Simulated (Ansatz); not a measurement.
## Redistribution: CHBrCl2 + C2Cl2F4 → CHBrClF + C2Cl3F3

Species: CHBrCl2 (bromodichloromethane) `ClC(Cl)Br`, singlet; C2Cl2F4 (dichlorotetrafluoroethane) `FC(F)(Cl)C(F)(F)Cl`, singlet; CHBrClF (bromochlorofluoromethane) `FC(Cl)Br`, singlet; C2Cl3F3 (1,1,2-trichlorotrifluoroethane) `FC(F)(Cl)C(F)(Cl)Cl`, singlet. The partners trade Cl for F; both sit on C, so the bond types are kept.

Shapes, held fixed at every level: PBE0-D4/def2-TZVP. Flexible molecules stand in one conformer, not always the lowest. Programs: Ansatz 0.2.0. The zero-point and thermal change to 298 K, harmonic and unscaled (PBE0-D4/def2-TZVP), is -0.4 kJ/mol.

**The experiment to reproduce.** Tabulated heats of formation (Active Thermochemical Tables, CRC Handbook of Chemistry and Physics): CHBrCl2 -51.5 (ATcT); C2Cl2F4 -937.0 (CRC); CHBrClF -231.8 (ATcT); C2Cl3F3 -716.8 (CRC) kJ/mol, which give ΔH(298 K) = +39.9 kJ/mol.

| level | kind | ΔH (kJ/mol) | computed − measured |
| --- | --- | --- | --- |
| HF/def2-SVP | Hartree–Fock | +29.5 | -10.4 |
| HF/def2-TZVPP | Hartree–Fock | +28.7 | -11.2 |
| SPW92/def2-TZVPP | LDA | +14.9 | -25.0 |
| r2SCAN-D4/def2-TZVPP | meta-GGA | +16.8 | -23.1 |
| BHLYP-D4/def2-TZVPP | global hybrid | +21.2 | -18.7 |
| PBE0-D4/def2-TZVPP | global hybrid | +18.7 | -21.2 |
| MP2/def2-SVP | perturbation theory | +21.3 | -18.6 |
| CCSD(T)/def2-TZVPP | coupled cluster or CI | +20.3 | -19.6 |

Nearest: HF/def2-SVP (-10.4); farthest: SPW92/def2-TZVPP (-25.0). 0 of 8 levels lie within 10 kJ/mol. The heats of C2Cl3F3 come from older tables and can be uncertain by 10 kJ/mol or more. The tabulated value of C2Cl2F4 is in doubt (older tables, estimates, or at odds with other calculations) and kept here. Relativity is left out for Br. Outer-core shells of Br are correlated in most correlated rows, in sets that cover them unevenly.

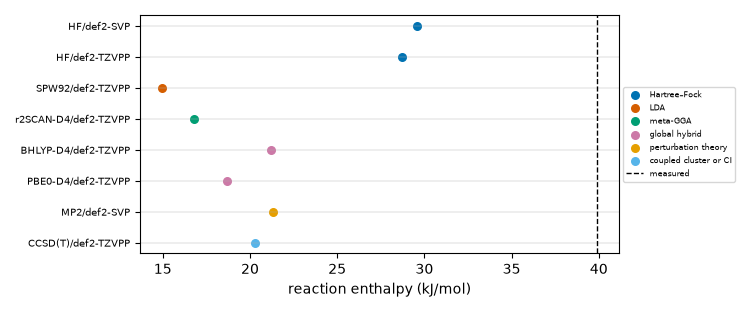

The values of the table, level by level.
